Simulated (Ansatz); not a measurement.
# CsS3Br (R3m): refractive index against wavelength

The refractive index of CsS3Br (R3m) along x below the direct gap (1.64 eV on the mesh) is read from one computed spectrum, n = √(Re ε). x, y and z are the Cartesian axes of the input cell.

The structure is trigonal, space group R3m (No. 160). Conventional cell: a = 7.609 Å, b = 7.609 Å, c = 11.078 Å, α = 90.00°, β = 90.00°, γ = 120.00°. Around Cs on site a lie 1 Br at 3.55 Å and 9 S at 3.62 to 3.94 Å. Around Br on site a lie 3 S at 3.19 Å and 1 Cs at 3.55 Å. S on site b is surrounded by 2 S at 2.13 Å.

Method: Ansatz 0.2.0, PBE, independent particles, k-mesh 5×5×5 with interpolation inside its cells, Gaussian parameter 0.1 eV.

Launch of the response step: `ansatz run input.yaml --threads 2 --pin off --max-ram 5120MiB --backend cpu --events-out ev --progress --plain --runs-dir out`. The run took 72 s, on 2 threads of Arm Neoverse V2 (shared host).

```tsv
wavelength (nm)	photon energy E (eV)	n
3000	0.413	2.3487
2000	0.620	2.3627
1550	0.800	2.3805
1310	0.946	?
1064	1.165	2.4388
```

In the single-oscillator model n² − 1 = E₀E_d/(E₀² − E²), so 1/(n² − 1) = E₀/E_d − E²/(E₀E_d) is linear in E².

Working, on the rows shown:

| x = E² (eV²) | y = 1/(n² − 1) |
| --- | --- |
| 0.170801 | 0.221416 |
| 0.384302 | 0.218229 |
| 0.639837 | 0.21428 |
| 1.35784 | 0.202112 |

Means: x̄ = 0.6382, ȳ = 0.21401. Σ(x − x̄)(y − ȳ) = -0.01309, Σ(x − x̄)² = 0.8008. Slope = -0.01309 / 0.8008 = -0.01635; intercept = ȳ − slope · x̄ = 0.22444. Turned back into n, the line misses the rows shown by at most 0.0014.

Question: Predict the last column of the withheld row from the fit.

Answer: At x = 0.89576 the line gives y = 0.2098, that is 2.4014. The run gave 2.3997, so the interpolation is off by 0.0017, 1.8 % of the range in the table.

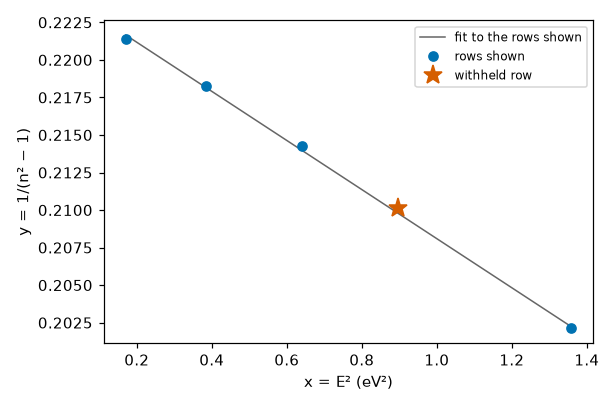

Refitted with all rows, the slope is -0.01627 and the intercept 0.22446. These give E₀ = √(intercept/−slope) = 3.71 eV and E_d = E₀/intercept = 16.5 eV; E₀ is 2.3 times the direct gap. The electronic limit at long wavelengths, without lattice vibrations, is n = √(1 + 1/intercept) = 2.336. The structure is a model and need not exist. Excitons are left out and so are local fields; PBE gaps are as a rule too small. Spin-orbit coupling is left out.

[Logs are printed without paths, hosts, clocks, repeated set-up lines and the standing remarks that a program may print on its own settings, such as how far it seeks lower states.]
